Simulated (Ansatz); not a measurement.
**Debugging a many-body input for K3SI (antiperovskite) (Pm-3m)**

What is wrong with this input for K3SI (antiperovskite) (Pm-3m)?

Main program and level: Ansatz 0.2.0; G0W0 on PBE, plane waves, PAW.

The structure was built from a prototype and need not be the compound's stable phase.

### 1. The structure

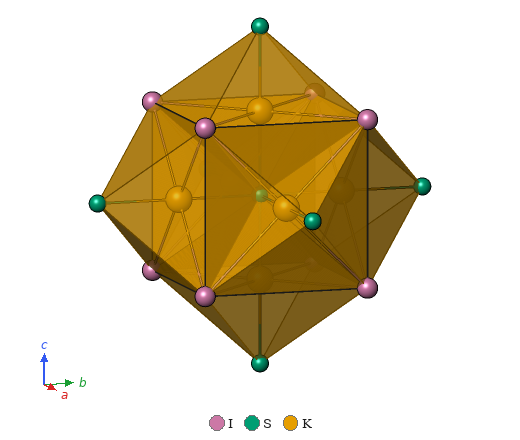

The cell as given, slightly off an axis (iodine pink, sulfur teal, potassium orange). Some periodic images of atoms are drawn too.

Coordinates:

```cif
data_structure
_symmetry_space_group_name_H-M 'Pm-3m'
_symmetry_Int_Tables_number 221
_cell_length_a 6.0336
_cell_length_b 6.0336
_cell_length_c 6.0336
_cell_angle_alpha 90.000
_cell_angle_beta 90.000
_cell_angle_gamma 90.000
_cell_volume 219.64
loop_
_atom_site_label
_atom_site_type_symbol
_atom_site_symmetry_multiplicity
_atom_site_Wyckoff_symbol
_atom_site_fract_x
_atom_site_fract_y
_atom_site_fract_z
_atom_site_occupancy
I1 I 1 a 0.00000 0.00000 0.00000 1
S1 S 1 b 0.50000 0.50000 0.50000 1
K1 K 3 c 0.50000 0.50000 0.00000 1
```

The structure was relaxed with PBE. The structure type comes from a generator and need not be one that this composition takes. The runs that relaxed it are not among those shown. Spin-orbit coupling is left out unless a step names it. The default PAW set here is soft_2. Its files were made with PBE.

### 2. First try

Input file input.yaml:

```yaml
crystal:
  lattice:
    - [6.0335581096, 0.0, 0.0]
    - [0.0, 6.0335581096, 0.0]
    - [0.0, 0.0, 6.0335581096]
  atoms:
    - { symbol: I, position: [0.0, 0.0, 0.0] }
    - { symbol: S, position: [0.5, 0.5, 0.5] }
    - { symbol: K, position: [0.5, 0.5, 0.0] }
    - { symbol: K, position: [0.5, 0.0, 0.5] }
    - { symbol: K, position: [0.0, 0.5, 0.5] }
kpoints:
  mp_grid: { grid: [2, 2, 2] }
hamiltonian:
  xc: pbe
scf:
  occupations: { method: fixed }
  max_iter: 60
gw:
  n_empty_bands: 231
  ecut_chi: 60
  qp_bands: [v2, c2]
  qp_kpoints: band_edges
  screening: { model: contour_deformation }
total_charge: -1
```

On the command line:

```bash
ansatz run input.yaml --threads 4 --pin off --max-ram 17510MiB --backend cpu --events-out ev --progress --plain --runs-dir out
```

Numbers of over 12 decimals in the logs are rounded to 6 here.

Log:

```text
Error: inconsistent input (scf.occupations.method, magnetization): a σ = 0 step fill (method: fixed, or a smearing width below the step floor) cannot realise an odd electron count (51) — the per-k integer fill puts the same N_el/2 bands in each spin channel; use a smearing method with a finite width, such as fermi_dirac
```

Elapsed: 0.06 s, on 4 threads of Arm Neoverse V2, shared host; peak memory 0.078 GiB.

Q: What is the fault?

The input was rejected at the start.

The program's message: “Error: inconsistent input (scf.occupations.method, magnetization): a σ = 0 step fill (method: fixed, or a smearing width below the step floor) cannot realise an odd electron count (51) — the per-k int …”

The fault: a charged cell. Adding or removing electrons leaves a partly filled band.

### 3. A better input

G0W0 replaces the xc potential by the self-energy, built once from these orbitals. Only a window of levels is corrected, while the sums run over the empty bands that the input names.

Edit input.yaml of step 2 so:

```diff
@@ -17,6 +17,5 @@
   occupations: { method: fixed }
-  max_iter: 60
 gw:
-  n_empty_bands: 231
-  ecut_chi: 60
+  n_empty_bands: 304
+  ecut_chi: 72
   qp_bands: [v2, c2]
@@ -24,2 +23 @@
   screening: { model: contour_deformation }
-total_charge: -1
```

Log:

```text
[...]
Crystal: 5 atoms, lattice volume = 219.645 Å³
Basis set: ecut = 420 eV, 4337 PW (Γ)
Bands: 30, of which v1, the nominal top of the filled ones, is band 25 counted from 1 (24 counted from 0)
Symmetry: 48 space group operations
[...]
k-points: 4 of 8
[...]
SCF iter   1: F=—  HF=-13034.165682 eV  |F-HF|=—  |Δ(HF+E_count)|=         —  Δρ=1.17e-3  dr2=6.38e-3  ethr=1.77e-3  ⟨swp⟩=5.8  Hψ=457  notcnv=0  defer=9
[...]
SCF iter   6: F=-13034.164464 eV  HF=-13034.164464 eV  |F-HF|=1.44e-8  |Δ(HF+E_count)|=   5.70e-7  Δρ=1.65e-6  dr2=6.74e-9  ethr=2.00e-10  ⟨swp⟩=10.8  Hψ=602  notcnv=0
SCF 1 converged in 6 iterations: F = -13034.164464 eV  dr2 = 6.74e-9
[...]
NSCF: frozen V_eff on 4 k-points
G₀W₀ screening: q 1/4
[... further progress lines ...]
SCF converged after 6 iterations
Free energy (F): -13034.164464 eV
[...]
Internal energy: -13034.164464 eV  (E = F + TS)
[...]
0    24      2.4241   -17.4635     2.4391   -14.0385  0.7216     1.3749     1.4382  root
     0    25      2.4241   -17.4635     2.4391   -14.0385  0.7216     1.3749     1.4382  root
     0    26      4.1272    -3.2877    -2.9296    -6.5838  0.7979     4.4989     4.4936  root
     0    27      5.8899    -2.4974    -3.0092    -5.9896  0.7946     6.3832     6.3729  root
     1    24      2.3230   -17.1699     2.4448   -13.7283  0.7207     1.2598     1.3263  root
     1    25      2.3230   -17.1699     2.4448   -13.7283  0.7207     1.2598     1.3263  root
     1    26      5.4647    -3.8870    -2.9653    -7.3304  0.7838     5.9510     5.9428  root
     1    27      6.2292    -4.8250    -3.1892    -8.5725  0.7798     6.8024     6.7876  root
[...]
3    24      1.6324   -16.0188     2.4885   -12.5185  0.7099     0.5392     0.6206  root
     3    25      1.6324   -16.0188     2.4885   -12.5185  0.7099     0.5392     0.6206  root
     3    26      6.6581    -3.9092    -3.1881    -7.7658  0.7801     7.3493     7.3266  root
     3    27      6.6581    -3.9092    -3.1881    -7.7658  0.7801     7.3493     7.3266  root
[key lines of the parts left out:]
Fermi energy:    2.424135 eV
```

Elapsed: 13 s, on 4 threads; peak memory 1.4 GiB; 51 s of CPU time.

Numbers from this step:

* bands summed: 329
* RPA ε∞ on this mesh (eigenvalues): 3.125, 3.125, 3.125
* plane waves in the screening matrix: 305
* q-points in the mesh: 8
* G0W0 gap on the mesh: 3.055 eV
* k of the valence top: 0, 0, 0
* k of the conduction bottom: 0, 0, 0
* starting gap on the mesh: 1.703 eV
* Z at the valence top: 0.7216
* Z at the conduction bottom: 0.7979
* least direct G0W0 gap on the computed points: 3.055 eV

The gap on the mesh goes from 1.70 eV to 3.06 eV, a correction of +1.35 eV. Between the two edge states, bare exchange in place of the xc potential would open the gap by 6.72 eV, and correlation takes back 5.37 eV.

### 4. Summary of results

| Property | Result |
| --- | --- |
| first try | refused after 0.06 s |
| better run | G0W0 gap on the mesh 3.06 eV (2×2×2 mesh, 304 empty bands, screening to 72 eV) |

The second run differs in: empty bands, screening cutoff (eV), cell charge and iteration cap. Bands and cutoff are finite, so the gap is not at the basis limit. The miss can reach some tenths of an eV and take either sign; the mesh is an error of its own. The 2×2×2 mesh is coarse for this cell (its supercell is 12 Å along the shortest edge). The RPA ε∞ on it, from the PBE start, is 3.12; such meshes misread the long-range screening, most where the gap is narrow. The many-body steps are scalar-relativistic: spin-orbit coupling is not in them.

[Paths, hosts, dates, memory and timing lines, banners, echoed tables and standing remarks are left out of the program output.]

[Logs are printed without paths, hosts, clocks, repeated set-up lines and the standing remarks that a program may print on its own settings, such as how far it seeks lower states.]

[Runs of the session that timed out or met a known fault of the program may be left out.]

[Cells called generated may have been cut or substituted from an entry of the Crystallography Open Database or the Materials Project.]

[Hosts, paths, dates, database ids (printed as entryN), source tags and the programs' standing remarks are cut or masked in the printed files.]
